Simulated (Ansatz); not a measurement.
**SiH2OF (SMILES O[SiH]F): levels of theory compared**

Aim: a comparison of 3 runs (UHF/STO-3G, UBHLYP/def2-TZVP, UCAM-B3LYP/def2-TZVP) of SiH2OF. 

The results are computed with Ansatz 0.2.0.

62 further runs of the same task are left out: 62 set aside as unsound or not needed.

## Step 1: The molecule

SiH2OF has 5 atoms, charge 0, and is taken as a doublet. As SMILES, `O[SiH]F`. The Si2–F3 distance was set to 3.527 Å, away from the relaxed value. At this shape a bond of the SMILES string is far longer than usual.

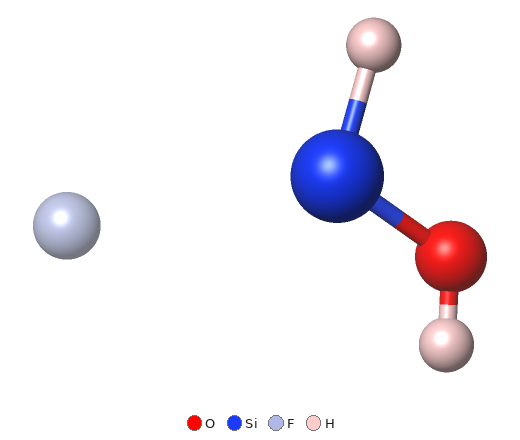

Viewed from a chosen angle; oxygen red, silicon blue, fluorine light blue, hydrogen pink.

## Step 2: The energy at UHF/STO-3G (run 1)

File run.yaml:

```yaml
crystal:
  periodic: [false, false, false]
  atoms:
    - {symbol: O, position_ang: [-0.522920, -2.565553, 0.655136]}
    - {symbol: Si, position_ang: [0.376180, -1.435253, 1.424536]}
    - {symbol: F, position_ang: [0.207000, 1.646500, -0.283100]}
    - {symbol: H, position_ang: [-1.472220, -2.446053, 0.593436]}
    - {symbol: H, position_ang: [1.781080, -1.923553, 1.335836]}
basis:
  gaussian:
    orbitals: STO-3G
magnetization:
  spin_polarized: true
  initial_magnetization: 1
hamiltonian:
  xc: hf
accuracy: high
output: {orbitals: {seedname: orbitals}}
```

Launch:

```
$ ansatz run run.yaml --threads 1 --pin off --max-ram 3480MiB --events-out events.jsonl --progress --plain --runs-dir runs
```

Log:

```text
Warning: RAYON_NUM_THREADS=1 ignored (pool sized by the plan → 1); use --threads N
Functional definition: HF
  name "HF"
  exchange = exact_x
  correlation = 0
348 factors; integrals over basis functions are off by at most 3.8e-8 eV
mean field evaluation 1: about -12464.9582 eV, gradient 1.3e1 eV
mean field evaluation 2: about -12464.9907 eV, gradient 1.3e1 eV
mean field evaluation 4: about -12465.8219 eV, gradient 7.7e0 eV
mean field evaluation 8: about -12466.4326 eV, gradient 4.1e0 eV
mean field evaluation 16: about -12477.2869 eV, gradient 5.1e-2 eV
mean field evaluation 32: about -12477.2873 eV, gradient 9.6e-3 eV
mean field evaluation 64: about -12477.2724 eV, gradient 8.8e-3 eV
mean field evaluation 96: about -12477.2589 eV, gradient 3.5e-1 eV
mean field evaluation 128: about -12477.2915 eV, gradient 1.4e-3 eV
mean field evaluation 160: about -12475.6178 eV, gradient 2.8e-1 eV
mean field evaluation 192: about -12470.2545 eV, gradient 4.9e0 eV
mean field evaluation 224: about -12473.2975 eV, gradient 8.1e0 eV
mean field evaluation 256: about -12477.2386 eV, gradient 1.1e-1 eV
mean field -12477.29151183 eV, -458.5320056479 hartree, gradient 2.4e-8 eV, S^2 0.750030; 3 other end points of the search recorded, 0 dependent functions left out
reference -12477.29151183 eV, -458.5320056479 hartree; 17, 16 occupied and 4, 5 virtual orbitals, 348 factors
Total energy: -12477.29151183 eV, -458.5320056479 hartree
```

Wall time 0.76 s (1 thread of Intel Xeon Platinum 8259CL at 2.50GHz (Skylake/Cascade Lake), shared host).

## Step 3: A single-point energy at UBHLYP/def2-TZVP (run 2)

File job.yaml:

```yaml
crystal:
  periodic: [false, false, false]
  atoms:
    - {symbol: O, position_ang: [-0.522920, -2.565553, 0.655136]}
    - {symbol: Si, position_ang: [0.376180, -1.435253, 1.424536]}
    - {symbol: F, position_ang: [0.207000, 1.646500, -0.283100]}
    - {symbol: H, position_ang: [-1.472220, -2.446053, 0.593436]}
    - {symbol: H, position_ang: [1.781080, -1.923553, 1.335836]}
basis:
  gaussian:
    orbitals: def2-TZVP
accuracy: high
magnetization:
  spin_polarized: true
  initial_magnetization: 1
output: {orbitals: {seedname: orbitals}}
hamiltonian:
  xc: {name: BHLYP}
```

Launch:

```
$ ansatz run job.yaml --threads 1 --pin off --max-ram 3480MiB --events-out events.jsonl --progress --plain --runs-dir runs
```

Log:

```text
Warning: RAYON_NUM_THREADS=1 ignored (pool sized by the plan → 1); use --threads N
Functional definition: BHLYP
  name "BHLYP"
  parameter a = 0.5
  exchange = (1 - a)*b88_x + a*exact_x
  correlation = lyp_c
1737 factors; integrals over basis functions are off by at most 1.8e-8 eV
mean field evaluation 1: about -12661.9283 eV, gradient 4.7e1 eV
mean field evaluation 2: about -12335.8236 eV, gradient 1.3e2 eV
mean field evaluation 4: about -12666.2740 eV, gradient 2.8e1 eV
mean field evaluation 8: about -12669.4662 eV, gradient 1.7e1 eV
mean field evaluation 16: about -12671.1553 eV, gradient 3.3e-3 eV
mean field evaluation 32: about -12671.1442 eV, gradient 4.2e-1 eV
mean field -12671.15531233 eV, -465.6563689106 hartree, gradient 3.9e-8 eV, S^2 0.807115; 6 other end points of the search recorded, 0 dependent functions left out
reference -12671.15533649 eV, -465.6563697985 hartree; 17, 16 occupied and 94, 95 virtual orbitals, 1737 factors
Total energy: -12671.15533649 eV, -465.6563697985 hartree
```

Run time: 25 s. Hardware: 1 thread of Intel Xeon Platinum 8259CL at 2.50GHz (Skylake/Cascade Lake), shared host; peak memory 0.37 GiB.

## Step 4: A single-point energy at UCAM-B3LYP/def2-TZVP (run 3)

Changes to job.yaml since step 3:

```diff
@@ -11,3 +11,2 @@
     orbitals: def2-TZVP
-accuracy: high
 magnetization:
@@ -15,4 +14,5 @@
   initial_magnetization: 1
+hamiltonian:
+  xc: {name: CAM-B3LYP}
+accuracy: high
 output: {orbitals: {seedname: orbitals}}
-hamiltonian:
-  xc: {name: BHLYP}
```

Launch:

```
$ ansatz run job.yaml --threads 1 --pin off --max-ram 3480MiB --events-out events.jsonl --progress --plain --runs-dir runs
```

Log, cut to the lines that bear on the results:

```text
Warning: RAYON_NUM_THREADS=1 ignored (pool sized by the plan → 1); use --threads N
Functional definition: CAM-B3LYP
  name "CAM-B3LYP"
[...]
1737 factors; integrals over basis functions are off by at most 1.8e-8 eV
365 factors; integrals over basis functions are off by at most 2.1e-9 eV
[...]
mean field -12671.98104263 eV, -465.6867139394 hartree, gradient 5.7e-8 eV, S^2 0.804984; 6 other end points of the search recorded, 0 dependent functions left out
reference -12671.98106001 eV, -465.6867145781 hartree; 17, 16 occupied and 94, 95 virtual orbitals, 1737 factors
Total energy: -12671.98106001 eV, -465.6867145781 hartree
```

It took 26 s on 1 thread of Intel Xeon Platinum 8259CL at 2.50GHz (Skylake/Cascade Lake), shared host; peak memory 0.42 GiB.

## Step 5: The series

```csv
run,level,energy (Eh),HOMO energy (eV),LUMO energy (eV),⟨S²⟩,wall time
1,UHF/STO-3G,-458.532006,-5.42,7.01,0.750,0.76 s
2,UBHLYP/def2-TZVP,-465.656370,-7.45,-3.97,0.807,25 s
3,UCAM-B3LYP/def2-TZVP,-465.686715,-8.04,-4.42,0.805,26 s
```

## Step 6: Results

| quantity | value |
| --- | --- |
| run 3: total energy | -465.68671 Eh |
| run 3: HOMO energy (highest over α and β) | -8.04 eV |
| run 3: LUMO energy (lowest over α and β) | -4.42 eV |
| run 3: ⟨S²⟩ | 0.805 |

In words: Totals of different functionals can't be ranked against each other. In run 1 the basis is minimal, so the values are rough. All runs together took 51 s, the longest 26 s.
